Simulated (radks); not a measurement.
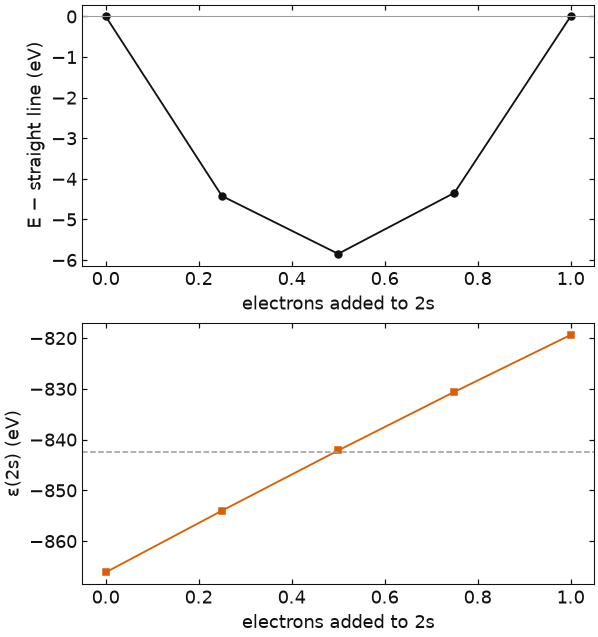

Method: Dirac Kohn-Sham, PBE, spin-unpolarised, spherical densities, point nucleus; computed with the in-house radial solver radks. The occupation of the 2s shell is varied from Fe⁺ ([He] 2s1 2p6 3s2 3p6 3d6 4s2 (3d3/2: 4, 3d5/2: 2)) to Fe ([Ar] 3d6 4s2 (3d3/2: 4, 3d5/2: 2)), with spherical fractional occupations. The plot shows the total energy less the straight line between the end points, and the eigenvalue of 2s (the dashed line is minus the energy to take the whole electron out).

**What does the shape say about the method?**

The curve is convex (below the straight line), with the largest deviation among the points computed, −5.85 eV, at 0.5. The end points differ by 842.4 eV, the energy to take the electron out. The eigenvalue, which is the slope of the energy (Janak's theorem), moves from −866.2 eV at 0 to −819.4 eV at 1; for a straight line it would stay constant, and a parabola would sag by an eighth of this change, scaled to a whole electron, 5.85 eV. Convexity is the delocalisation error: fractional charges are too low in energy. The shell lies under occupied ones, so the straight line is a guide here rather than an exact condition.
